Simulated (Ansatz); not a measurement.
# GeH3 (doublet): correlated methods under varied settings at distance Ge1–H3 = 3.364 Å

Aim: run GeH3 (doublet) at one geometry under a spread of methods and options, and see what each costs and gives.

Method: the settings change from run to run; program: Ansatz 0.2.0, Gaussian basis.

20 further runs of the same task are left out: 13 that didn't finish, 7 set aside as unsound or not needed. Runs told in other sessions of the task aren't counted.

## Step 1: What is computed

The geometry derives from a PBE0/def2-TZVP stationary point (not a proven minimum). One bond is set to the value named and the two fragments are kept rigid. No spin-orbit coupling is included. The filled d shell of Ge may be among the frozen orbitals whatever the setting's name suggests.

4 atoms, charge 0, spin multiplicity 2.

Atoms are counted from 1 here; the program's logs count them from 0.

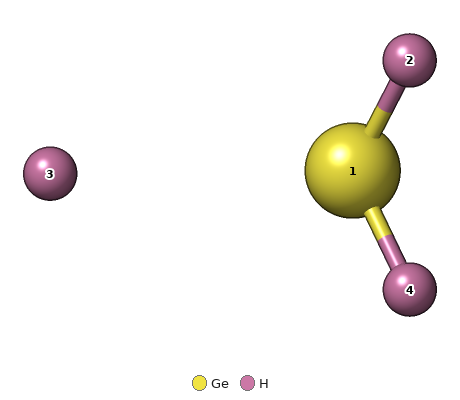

The structure; germanium yellow, hydrogen pink; atoms are numbered from 1 in the order of the file.

## Step 2: HF (ROHF)/6-31G

in.yaml

```yaml
crystal:
  periodic: [false, false, false]
  atoms:
    - {symbol: Ge, position_ang: [0.011855, -0.019924, -0.026109]}
    - {symbol: H, position_ang: [1.476827, -0.003032, 0.445194]}
    - {symbol: H, position_ang: [-1.623835, 2.736602, 0.994959]}
    - {symbol: H, position_ang: [-0.707329, -1.297700, 0.441458]}
basis:
  gaussian: {orbitals: 6-31G}
magnetization: {spin_polarized: false, initial_magnetization: 1}
hamiltonian: {xc: hf}
scf: {lower_state_search: light}
output: {orbitals: {seedname: orbitals}}
```

Launch:

```bash
$ ansatz run in.yaml --threads 1 --pin off --events-out ev --progress --plain --max-ram 2393MiB
```

The program printed:

```text
Functional definition: HF
  name "HF"
  cite "Fock, Z. Phys. 61, 126 (1930) doi:10.1007/BF01340294"
  parent pbe
  exchange = exact_x
  correlation = 0
349 factors; integrals over basis functions are off by at most 5.3e-4 eV
mean field evaluation 1: about -56505.0785 eV, gradient 9.1e0 eV
mean field evaluation 2: about -56505.1037 eV, gradient 9.2e0 eV
mean field evaluation 4: about -56507.0340 eV, gradient 3.8e0 eV
mean field evaluation 8: about -56507.5184 eV, gradient 8.7e-1 eV
mean field evaluation 16: about -56504.0516 eV, gradient 9.1e0 eV
mean field evaluation 32: about -56507.5334 eV, gradient 4.1e-6 eV
mean field -56507.53343676 eV, -2076.6135516191 hartree, gradient 4.1e-6 eV, S^2 0.750000; 0 other end points of the search recorded, 0 dependent functions left out
reference -56507.53343676 eV, -2076.6135516191 hartree; 18, 17 occupied and 17, 18 virtual orbitals, 349 factors
Total energy: -56507.53343676 eV, -2076.6135516191 hartree
```

Run time: 0.27 s. Hardware: 1 thread of Arm Neoverse V2, shared host.

## Step 3: CASSCF(3,6)/6-31G

Edit in.yaml of step 2 so:

```diff
@@ -10,4 +10,3 @@
 magnetization: {spin_polarized: false, initial_magnetization: 1}
-hamiltonian: {xc: hf}
-scf: {lower_state_search: light}
-output: {orbitals: {seedname: orbitals}}
+correlation: {active_space: {window: {electrons: 3, orbitals: 6}, states: [{multiplicity: 2, weights: [1, 0.5, 0.5, 1]}], root: 2}}
+output: {forces: true}
```

Launched as before.

The program printed, cut to the lines that bear on the results:

```text
Functional definition: HF
  name "HF"
  cite "Fock, Z. Phys. 61, 126 (1930) doi:10.1007/BF01340294"
  parent pbe
[...]
582 factors; integrals over basis functions are off by at most 1.0e-7 eV
[...]
mean field -56507.53369611 eV, -2076.6135611500 hartree, gradient 1.4e-6 eV, S^2 0.750000; 1 other end points of the search recorded, 0 dependent functions left out
reference -56507.53369611 eV, -2076.6135611500 hartree; 18, 17 occupied and 17, 18 virtual orbitals, 582 factors
state -56507.86172156 eV, -2076.6256158630 hartree
state -56507.41723746 eV, -2076.6092813737 hartree
state -56505.80388508 eV, -2076.5499917672 hartree
state -56503.12002408 eV, -2076.4513616945 hartree
[...]
Total energy: -56505.80388508 eV, -2076.5499917672 hartree
Atom 0 at     0.011855    -0.019924    -0.026109 Å, force     0.285935    -0.483414     0.357328 eV/Å
Atom 1 at     1.476827    -0.003032     0.445194 Å, force     0.193389     0.418806    -0.181035 eV/Å
Atom 2 at    -1.623835     2.736602     0.994959 Å, force    -0.019551     0.032966     0.005858 eV/Å
Atom 3 at    -0.707329    -1.297700     0.441458 Å, force    -0.459773     0.031642    -0.182152 eV/Å
Dipole moment:     0.009825    -0.016660     0.029419 e Å
```

Run time: 5 s. Hardware: 1 thread of Arm Neoverse V2, shared host.

From the report: 90 determinants; active occupations (of the averaged states) 1.17, 0.99, 0.83, 0.01, 0.00, 0.00.

## Step 4: CCSDT(Q)/B on ROHF/def2-SVP

Edit in.yaml of step 3 so:

```diff
@@ -8,5 +8,5 @@
 basis:
-  gaussian: {orbitals: 6-31G}
+  gaussian: {orbitals: def2-SVP}
 magnetization: {spin_polarized: false, initial_magnetization: 1}
-correlation: {active_space: {window: {electrons: 3, orbitals: 6}, states: [{multiplicity: 2, weights: [1, 0.5, 0.5, 1]}], root: 2}}
-output: {forces: true}
+correlation: {method: ccsdt_q_b, electrons: outside_noble_gas}
+scf: {lower_state_search: light}
```

The command is unchanged.

The program printed, cut to the lines that bear on the results:

```text
Functional definition: HF
  name "HF"
  cite "Fock, Z. Phys. 61, 126 (1930) doi:10.1007/BF01340294"
  parent pbe
[...]
757 factors; integrals over basis functions are off by at most 2.4e-7 eV
[...]
mean field -56509.91059958 eV, -2076.7009107416 hartree, gradient 6.7e-6 eV, S^2 0.750000; 1 other end points of the search recorded, 0 dependent functions left out
[...]
unrestricted determinant -56510.12410190 eV, -2076.7087568071 hartree, S^2 1.2542
14 core orbitals not correlated: weight in the atoms' cores, before any rotation towards them, 0.999 or more for the frozen orbitals, at most 0.000 for the correlated occupied ones
reference -56509.91059958 eV, -2076.7009107416 hartree; 4, 3 occupied and 29, 30 virtual orbitals, 757 factors
second order -2.27851388 eV of doubles, -0.00242664 eV of singles
cycle   1  -2.76100801 eV  change   -4.8e-1 eV  update   6.3e-2
[...]
cycle  33  -3.07305226 eV  change   -5.6e-8 eV  update   5.3e-7
perturbative correction -0.00239777 eV, -0.0000881163 hartree
Total energy: -56512.98604961 eV, -2076.8139314453 hartree
```

It took 11 s on 1 thread of Arm Neoverse V2, shared host.

From the report: correlation -3.0755 eV; T1 0.033; largest double amplitude 0.13.

## Step 5: CCSDT/6-31G

in.yaml

```yaml
crystal:
  periodic: [false, false, false]
  atoms:
    - {symbol: Ge, position_ang: [0.011855, -0.019924, -0.026109]}
    - {symbol: H, position_ang: [1.476827, -0.003032, 0.445194]}
    - {symbol: H, position_ang: [-1.623835, 2.736602, 0.994959]}
    - {symbol: H, position_ang: [-0.707329, -1.297700, 0.441458]}
basis:
  gaussian: {orbitals: 6-31G}
magnetization: {spin_polarized: true, initial_magnetization: 1}
hamiltonian: {xc: {name: PBE0}}
correlation: {method: ccsdt, electrons: outside_noble_gas, diis_vectors: 4}
output: {forces: true}
```

Launched as before.

The program printed, cut to the lines that bear on the results:

```text
Functional definition: PBE0
  name "PBE0"
  cite "Adamo & Barone, J. Chem. Phys. 110, 6158 (1999) doi:10.1063/1.478522"
  cite "Perdew, Burke & Ernzerhof, Phys. Rev. Lett. 77, 3865 (1996) doi:10.1103/PhysRevLett.77.3865"
  parent pbe
[...]
582 factors; integrals over basis functions are off by at most 1.0e-7 eV
[...]
mean field -56545.45359142 eV, -2078.0070915997 hartree, gradient 1.3e-6 eV, S^2 0.982024; 2 other end points of the search recorded, 0 dependent functions left out
14 core orbitals not correlated: weight in the atoms' cores, before any rotation towards them, 0.997 or more for the frozen orbitals, at most 0.001 for the correlated occupied ones
reference -56507.44157094 eV, -2076.6101756124 hartree; 4, 3 occupied and 17, 18 virtual orbitals, 582 factors
second order -1.20166335 eV of doubles, -0.12160477 eV of singles
cycle   1  -1.60885695 eV  change   -2.9e-1 eV  update   4.9e-2
[...]
cycle  50  -1.82272497 eV  change    6.1e-8 eV  update   2.3e-7
[...]
Total energy: -56509.26429591 eV, -2076.6771595195 hartree
Atom 0 at     0.011855    -0.019924    -0.026109 Å, force    -1.124100     1.900329    -1.360850 eV/Å
Atom 1 at     1.476827    -0.003032     0.445194 Å, force     1.007085    -0.606316     0.695933 eV/Å
Atom 2 at    -1.623835     2.736602     0.994959 Å, force     0.070264    -0.118454    -0.029373 eV/Å
Atom 3 at    -0.707329    -1.297700     0.441458 Å, force     0.046751    -1.175558     0.694290 eV/Å
Dipole moment:     0.104139    -0.175989     0.104990 e Å
```

It took 10 s on 1 thread of Arm Neoverse V2, shared host.

From the report: ⟨S²⟩ of the determinant 0.982 (pure doublet: 0.75); correlation -1.8227 eV; T1 0.042; largest double amplitude 0.20. The orbitals are Kohn-Sham ones, so correlation energy and T1 don't compare with those on Hartree-Fock orbitals.

## Step 6: BCCD(T) on UHF/6-31G

Edit in.yaml of step 5 so:

```diff
@@ -10,4 +10,2 @@
 magnetization: {spin_polarized: true, initial_magnetization: 1}
-hamiltonian: {xc: {name: PBE0}}
-correlation: {method: ccsdt, electrons: outside_noble_gas, diis_vectors: 4}
-output: {forces: true}
+correlation: {method: bccd_t, electrons: valence}
```

Same command.

The program printed, cut to the lines that bear on the results:

```text
Functional definition: HF
  name "HF"
  cite "Fock, Z. Phys. 61, 126 (1930) doi:10.1007/BF01340294"
  parent pbe
[...]
349 factors; integrals over basis functions are off by at most 5.3e-4 eV
[...]
mean field -56507.68784757 eV, -2076.6192261116 hartree, gradient 2.1e-6 eV, S^2 1.195344; 9 other end points of the search recorded, 0 dependent functions left out
determinant -56507.68784757 eV, -2076.6192261116 hartree, with singles and doubles -56513.16499542 eV, -2076.8205075826 hartree
determinant -56507.58263694 eV, -2076.6153596925 hartree, with singles and doubles -56513.10798499 eV, -2076.8184124880 hartree
determinant -56507.48433962 eV, -2076.6117473324 hartree, with singles and doubles -56512.79648371 eV, -2076.8069650270 hartree
determinant -56506.66308443 eV, -2076.5815667610 hartree, with singles and doubles -56512.34643366 eV, -2076.7904259930 hartree
[...]
determinant -56507.58263694 eV, -2076.6153596925 hartree, with singles and doubles -56513.19266592 eV, -2076.8215244549 hartree
determinant -56507.48433962 eV, -2076.6117473324 hartree, with singles and doubles -56512.86579226 eV, -2076.8095120695 hartree
determinant -56505.30899767 eV, -2076.5318049901 hartree, with singles and doubles -56513.11905603 eV, -2076.8188193411 hartree
9 core orbitals not correlated: weight in the atoms' cores, before any rotation towards them, 1.000 or more for the frozen orbitals, at most 0.000 for the correlated occupied ones
reference -56507.68784757 eV, -2076.6192261116 hartree; 9, 8 occupied and 17, 18 virtual orbitals, 349 factors
second order -5.35315814 eV of doubles, -0.00000000 eV of singles
cycle   1  -5.53764961 eV  change   -2.4e-2 eV  update   1.8e-2
[...]
cycle  17  -5.50892647 eV  change   -1.1e-5 eV  update   1.2e-5
perturbative correction -0.06983195 eV, -0.0025662768 hartree
Total energy: -56513.26660598 eV, -2076.8242417020 hartree
```

Wall time 4.6 s (1 thread of Arm Neoverse V2, shared host).

From the report: ⟨S²⟩ of the determinant 1.195 (pure doublet: 0.75); correlation -5.5788 eV; largest double amplitude 0.10.

## Step 7: The runs in one table

Where basis and cores are those of an earlier FCI/6-31G run (-56509.3306 eV), and the records show the same count of frozen orbitals and kind of state, the miss against it is given; a blank cell means that this couldn't be shown.

```csv
level,correlated,functions,energy (eV),from FCI (meV),time
HF (ROHF)/6-31G,,35,-56507.5334,1797.1,0.27 s
"CASSCF(3,6)/6-31G (excited root 2 of an average)",,35,-56505.8039,,5 s
CCSDT(Q)/B on ROHF/def2-SVP,outside noble gas,47,-56512.9860,,11 s
CCSDT/6-31G (on PBE0 orbitals),outside noble gas,35,-56509.2643,66.3,10 s
BCCD(T) on UHF/6-31G,valence,35,-56513.2666,,4.6 s
```

## Step 8: Outcome

```
quantity                              value
    runs                                  5
quickest            HF (ROHF)/6-31G, 0.27 s
 slowest  CCSDT(Q)/B on ROHF/def2-SVP, 11 s
```

**Reading.** Total energies in different bases, with other cores or another treatment of relativity can't be set against each other. «valence» and «outside noble gas» are the program's key words; the logs give how many orbitals each freezes, and for Ga to Kr the 3d shell needn't follow the word's plain sense. CCSDT(Q)/B on ROHF/def2-SVP took 41 times as long as HF (ROHF)/6-31G; the jobs differ in more than the method. Hartree-Fock, CASSCF and CASCI lack dynamic correlation by design. Cores frozen from Kohn-Sham orbitals shift the total energy.
